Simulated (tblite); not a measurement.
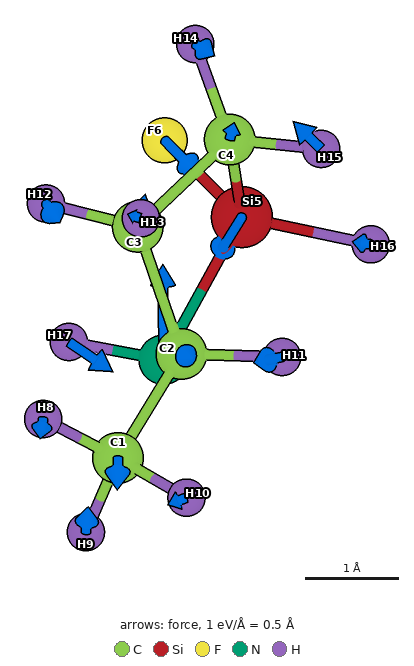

Starting geometry of C4H10FNSi with the computed forces as blue arrows. Style: ball-and-stick. Shown from a free direction.

Level of theory: tblite 0.8.0, GFN2-xTB geometry optimisation, gas phase. 

> What follows when this structure is relaxed?

It isn't relaxed: the largest force vector, on the N atom, is 2.14 eV/Å. The final displacements follow the starting forces only in part (cosine between the two patterns 0.30). The atom that moves furthest after the best rigid fit is an H atom (1.50 Å). By element the largest moves are H 1.50 Å, F 0.53 Å, C 0.37 Å, N 0.24 Å, Si 0.21 Å. Among the contacts that change: N–Si 1.814 → 1.705 Å, F–Si 1.682 → 1.618 Å, H–N 1.048 → 1.006 Å, C–Si 1.867 → 1.894 Å. Bond angles that change, for instance: Si–N–H 105.7° → 126.5°, C–N–Si 98.4° → 114.9°, C–N–H 104.0° → 114.7°. Groups turn about C–C by about 55°, C–C by about 25°. Over 108 geometry steps the energy falls by 91.6 kJ/mol. Cost: 2.1 s on 1 thread of Intel(R) Xeon(R) Processor @ 2.50GHz (shared host).
